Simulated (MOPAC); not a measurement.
Frequency calculation, with input and output: CH6BrNSi (part 3 of 3)

Continued. System: CH6BrNSi, SMILES C[SiH](N)Br. Method: PM6-DH+, closed shell, dispersion DH+ (MOPAC 23.2.5). The geometry was optimised with PM6-DH+.

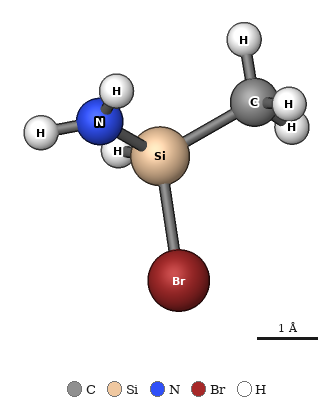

**Figure 1.** The input geometry (ball-and-stick view, seen at a tilt).

## Output, continued
```
 VIBRATION         10   10A           ATOM PAIR      ENERGY CONTRIBUTION    RADIAL
 FREQUENCY           690.19         N  3 -- H  9         +23.1% ( 86.7%)      1.1%
 TRANSITION DIPOLE   0.5939         N  3 -- H 10         +18.2% ( 76.9%)     39.8%
 TRAVEL (Ang.)       0.3012         C  1 -- H  7         +12.9% ( 64.7%)     62.6%
 REDUCED MASS        1.0767         C  1 -- H  5         +12.3% ( 63.3%)      0.0%
 EFFECTIVE MASS      8.0873         C  1 -- Si 2         +12.3% ( 63.2%)     79.9%
 FORCE CONSTANT      0.3022         C  1 -- H  6         +11.2% ( 60.5%)      0.5%

 VIBRATION         11   11A           ATOM PAIR      ENERGY CONTRIBUTION    RADIAL
 FREQUENCY           779.38         C  1 -- Si 2         +23.6% ( 68.3%)     82.6%
 TRANSITION DIPOLE   0.6150         Si 2 -- H  8         +20.4% ( 63.5%)      5.0%
 TRAVEL (Ang.)       0.2802         C  1 -- H  7         +17.4% ( 58.7%)      0.1%
 REDUCED MASS        1.1020         C  1 -- H  5         +16.1% ( 56.4%)     76.5%
 EFFECTIVE MASS      7.0121         C  1 -- H  6         +15.0% ( 54.5%)      3.4%
 FORCE CONSTANT      0.3944

 VIBRATION         12   12A           ATOM PAIR      ENERGY CONTRIBUTION    RADIAL
 FREQUENCY           797.74         Si 2 -- H  8         +44.1% ( 79.7%)      3.4%
 TRANSITION DIPOLE   0.9860         N  3 -- H 10         +11.7% ( 41.0%)      0.5%
 TRAVEL (Ang.)       0.3635         Si 2 -- N  3          +9.0% ( 36.0%)     19.5%
 REDUCED MASS        0.6396         N  3 -- H  9          +8.2% ( 34.3%)     57.5%
 EFFECTIVE MASS      4.0093
 FORCE CONSTANT      0.2398

 VIBRATION         13   13A           ATOM PAIR      ENERGY CONTRIBUTION    RADIAL
 FREQUENCY           833.06         Si 2 -- H  8         +23.4% ( 67.3%)      2.5%
 TRANSITION DIPOLE   1.7362         C  1 -- Si 2         +16.3% ( 56.1%)     77.9%
 TRAVEL (Ang.)       0.2003         Si 2 -- N  3         +14.8% ( 53.5%)     24.3%
 REDUCED MASS        2.0184         N  3 -- H 10         +12.5% ( 49.1%)      0.1%
 EFFECTIVE MASS      9.3529
 FORCE CONSTANT      0.8253

 VIBRATION         14   14A           ATOM PAIR      ENERGY CONTRIBUTION    RADIAL
 FREQUENCY           967.19         Si 2 -- N  3         +37.7% ( 93.6%)     97.5%
 TRANSITION DIPOLE   2.7721         N  3 -- H  9         +13.0% ( 55.0%)     30.4%
 TRAVEL (Ang.)       0.0986         Si 2 -- H  8         +12.6% ( 54.2%)      0.8%
 REDUCED MASS        7.1731         N  3 -- H 10         +12.5% ( 53.9%)     45.7%
 EFFECTIVE MASS     17.5720         C  1 -- Si 2         +11.7% ( 52.2%)     45.7%
 FORCE CONSTANT      3.9535

 VIBRATION         15   15A           ATOM PAIR      ENERGY CONTRIBUTION    RADIAL
 FREQUENCY          1206.86         C  1 -- H  7         +51.8% ( 62.9%)      0.2%
 TRANSITION DIPOLE   0.7039         C  1 -- H  6         +30.7% ( 48.4%)      4.4%
 TRAVEL (Ang.)       0.3559         C  1 -- H  5         +12.0% ( 30.3%)     29.6%
 REDUCED MASS        0.4412         C  1 -- Si 2          +5.6% ( 20.7%)      1.1%
 EFFECTIVE MASS      1.6531
 FORCE CONSTANT      0.3786

 VIBRATION         16   16A           ATOM PAIR      ENERGY CONTRIBUTION    RADIAL
 FREQUENCY          1212.57         C  1 -- H  5         +52.7% ( 63.6%)      0.3%
 TRANSITION DIPOLE   0.7111         C  1 -- H  6         +31.6% ( 49.2%)      4.1%
 TRAVEL (Ang.)       0.3504         C  1 -- H  7         +10.0% ( 27.7%)     36.1%
 REDUCED MASS        0.4528         C  1 -- Si 2          +5.6% ( 20.6%)      0.1%
 EFFECTIVE MASS      1.6664
 FORCE CONSTANT      0.3923

 VIBRATION         17   17A           ATOM PAIR      ENERGY CONTRIBUTION    RADIAL
 FREQUENCY          1221.57         C  1 -- H  5         +29.1% ( 57.3%)      2.3%
 TRANSITION DIPOLE   1.4147         C  1 -- H  7         +29.0% ( 57.2%)      2.3%
 TRAVEL (Ang.)       0.2493         C  1 -- H  6         +28.9% ( 57.2%)      2.4%
 REDUCED MASS        0.8884         C  1 -- Si 2         +12.7% ( 37.8%)     99.6%
 EFFECTIVE MASS      3.1609
 FORCE CONSTANT      0.7811

 VIBRATION         18   18A           ATOM PAIR      ENERGY CONTRIBUTION    RADIAL
 FREQUENCY          1546.48         N  3 -- H  9         +47.4% ( 58.7%)      3.1%
 TRANSITION DIPOLE   0.6509         N  3 -- H 10         +46.9% ( 58.4%)      3.0%
 TRAVEL (Ang.)       0.2832         Si 2 -- N  3          +5.7% ( 20.4%)     99.8%
 REDUCED MASS        0.5436
 EFFECTIVE MASS      1.8658
 FORCE CONSTANT      0.7660

 VIBRATION         19   19A           ATOM PAIR      ENERGY CONTRIBUTION    RADIAL
 FREQUENCY          2161.45         Si 2 -- H  8         +99.3% (100.0%)    100.0%
 TRANSITION DIPOLE   0.1265         Si 2 -- N  3          +0.2% (  4.8%)     14.0%
 TRAVEL (Ang.)       0.1791         C  1 -- Si 2          +0.2% (  4.7%)     12.7%
 REDUCED MASS        0.9727         Si 2 -- Br 4          +0.2% (  4.7%)      7.0%
 EFFECTIVE MASS      1.3470
 FORCE CONSTANT      2.6774

 VIBRATION         20   20A           ATOM PAIR      ENERGY CONTRIBUTION    RADIAL
 FREQUENCY          2667.83         C  1 -- H  7         +66.1% ( 83.6%)     99.3%
 TRANSITION DIPOLE   0.7915         C  1 -- H  6         +28.7% ( 55.0%)     93.0%
 TRAVEL (Ang.)       0.2164         C  1 -- H  5          +4.4% ( 21.6%)     52.3%
 REDUCED MASS        0.5397         C  1 -- Si 2          +0.8% (  9.5%)      0.0%
 EFFECTIVE MASS      1.4645
 FORCE CONSTANT      2.2631

 VIBRATION         21   21A           ATOM PAIR      ENERGY CONTRIBUTION    RADIAL
 FREQUENCY          2677.62         C  1 -- H  5         +51.2% ( 73.5%)     98.6%
 TRANSITION DIPOLE   0.8036         C  1 -- H  6         +41.1% ( 65.9%)     95.6%
 TRAVEL (Ang.)       0.2348         C  1 -- H  7          +6.9% ( 27.0%)     62.6%
 REDUCED MASS        0.4569         C  1 -- Si 2          +0.8% (  9.5%)      0.0%
 EFFECTIVE MASS      1.4640
 FORCE CONSTANT      1.9300

 VIBRATION         22   22A           ATOM PAIR      ENERGY CONTRIBUTION    RADIAL
 FREQUENCY          2749.78         C  1 -- H  5         +45.1% ( 64.9%)     97.8%
 TRANSITION DIPOLE   0.8725         C  1 -- H  6         +29.1% ( 52.1%)     95.0%
 TRAVEL (Ang.)       0.2669         C  1 -- H  7         +25.5% ( 48.7%)     94.1%
 REDUCED MASS        0.3442         C  1 -- Si 2          +0.2% (  4.7%)     95.5%
 EFFECTIVE MASS      1.1346
 FORCE CONSTANT      1.5335

 VIBRATION         23   23A           ATOM PAIR      ENERGY CONTRIBUTION    RADIAL
 FREQUENCY          2792.37         N  3 -- H 10         +62.2% ( 80.5%)     98.8%
 TRANSITION DIPOLE   0.9763         N  3 -- H  9         +37.2% ( 62.3%)     96.8%
 TRAVEL (Ang.)       0.2111         Si 2 -- N  3          +0.7% (  8.3%)      0.3%
 REDUCED MASS        0.5420
 EFFECTIVE MASS      1.4794
 FORCE CONSTANT      2.4901

 VIBRATION         24   24A           ATOM PAIR      ENERGY CONTRIBUTION    RADIAL
 FREQUENCY          2838.87         N  3 -- H  9         +63.1% ( 78.3%)     98.7%
 TRANSITION DIPOLE   1.0306         N  3 -- H 10         +36.4% ( 59.4%)     95.7%
 TRAVEL (Ang.)       0.2145         Si 2 -- N  3          +0.4% (  6.4%)     96.1%
 REDUCED MASS        0.5162
 EFFECTIVE MASS      1.2371
 FORCE CONSTANT      2.4509

      SYMMETRY NUMBER FOR POINT-GROUP C1  =  1

          SYSTEM IS A GROUND STATE

 CH6BrNSi frequencies

          MOLECULE IS NOT LINEAR

          THERE ARE 24 GENUINE VIBRATIONS IN THIS SYSTEM
          THIS THERMODYNAMICS CALCULATION IS LIMITED TO
          MOLECULES WHICH HAVE NO INTERNAL ROTATIONS

                    CALCULATED THERMODYNAMIC PROPERTIES
                                          *
   TEMP. (K)   PARTITION FUNCTION   H.O.F.    ENTHALPY  HEAT CAPACITY ENTROPY
                                   KCAL/MOL   CAL/MOLE    CAL/K/MOL  CAL/K/MOL

 298.00  VIB.     0.3270D+02                  2695.4117    17.7754    15.9754
         ROT.     0.1933D+06                   888.2803     2.9808    27.1689
         INT.     0.6321D+07                  3583.6920    20.7562    43.1442
         TRA.     0.1602D+28                  1480.4672     4.9680    40.7199
         TOT.                      -59.920    5064.1591    25.7242    83.8641

 200.00  VIB.     0.7313D+01                  1207.3420    12.4725     9.9906
         ROT.     0.1063D+06                   596.1613     2.9808    25.9802
         INT.     0.7772D+06                  1803.5033    15.4533    35.9708
         TRA.     0.8810D+27                   993.6021     4.9680    38.7388
         TOT.                      -62.187    2797.1054    20.4213    74.7096

 400.00  VIB.     0.1530D+03                  4748.6578    22.3011    21.8683
         ROT.     0.3006D+06                  1192.3226     2.9808    28.0463
         INT.     0.4599D+08                  5940.9803    25.2819    49.9147
         TRA.     0.2492D+28                  1987.2043     4.9680    42.1823
         TOT.                      -57.056    7928.1846    30.2499    92.0970

 600.00  VIB.     0.2726D+04                  9885.3312    28.6271    32.1956
         ROT.     0.5522D+06                  1788.4838     2.9808    29.2550
         INT.     0.1505D+10                 11673.8150    31.6079    61.4505
         TRA.     0.4578D+28                  2980.8064     4.9680    44.1967
         TOT.                      -50.330   14654.6214    36.5759   105.6473

   *: NOTE: HEATS OF FORMATION ARE RELATIVE TO THE
            ELEMENTS IN THEIR STANDARD STATE AT 298K
              (=  Standard Enthalpy of Formation).

            Hvib:  Zero-point energy is not included.
                   frequencies of less than zero cm-1 are not included.
            Hrot = (3/2)RT
            Htra = (3/2)RT + pV = (5/2)RT

            Heat capacity is Cp, not Cv

           FORCE CONSTANT IN CARTESIAN COORDINATES (Millidynes/A)

    ATOM   CHEMICAL       X               Y               Z
   NUMBER   SYMBOL  FORCE CONSTANT  FORCE CONSTANT  FORCE CONSTANT

      1       C        5.795282        5.571183        5.607210
      2      Si        5.783842        6.391248        3.619341
      3       N        5.748209        7.693990        1.371745
      4      Br        0.345021        0.476553        1.156830
      5       H        1.097901        1.288890        2.648494
      6       H        0.910476        1.151958        2.911823
      7       H        0.889273        3.575593        0.487354
      8       H        0.606216        0.898187        1.853034
      9       H        1.516027        3.311985        0.517706
     10       H        3.969693        0.937568        0.389059

 *                    *
 * JOB ENDED NORMALLY *
 *                    *

 TOTAL JOB TIME:             0.60 SECONDS

 == MOPAC DONE ==
```

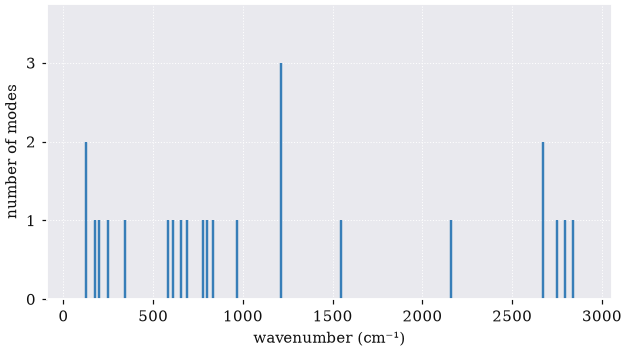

**Figure 2.** Harmonic vibrational wavenumbers from the force constants; neighbouring modes closer than 12 cm⁻¹ are counted in one stick. 24 modes from 121 to 2839 cm⁻¹, none imaginary.

The run was set up as follows.

## Input file (input.mop)
```
PM6-DH+ THERMO(200,600,200) FORCE AUX(PRECISION=9) THREADS=1
CH6BrNSi frequencies

C     -0.943624 1     1.027451 1    -0.341390 1
Si    -0.162084 1    -0.602694 1     0.019335 1
N      1.399332 1    -0.437512 1     0.685345 1
Br     0.058726 1    -1.786471 1    -1.785166 1
H     -0.377308 1     1.658884 1    -1.041186 1
H     -1.079373 1     1.603994 1     0.590279 1
H     -1.946063 1     0.872373 1    -0.782395 1
H     -0.981248 1    -1.371997 1     0.948280 1
H      2.005223 1     0.364750 1     0.597559 1
H      1.888995 1    -1.178088 1     1.172424 1
```

Launch command:
```bash
mopac input.mop
```

## Key numbers

```csv
quantity,value
outcome,converged
heat of formation,−59.92 kcal/mol
basis functions,32
zero-point energy,0.064257 hartree
"wavenumbers, lowest and highest",121 and 2839 cm⁻¹
hardware,"1 thread of AMD EPYC (Zen 3), 176 GiB of memory available, shared host"
wall time,0.65 s
peak memory,0.096 GiB
```

## Remarks

MOPAC's energies along a path are heats of formation.
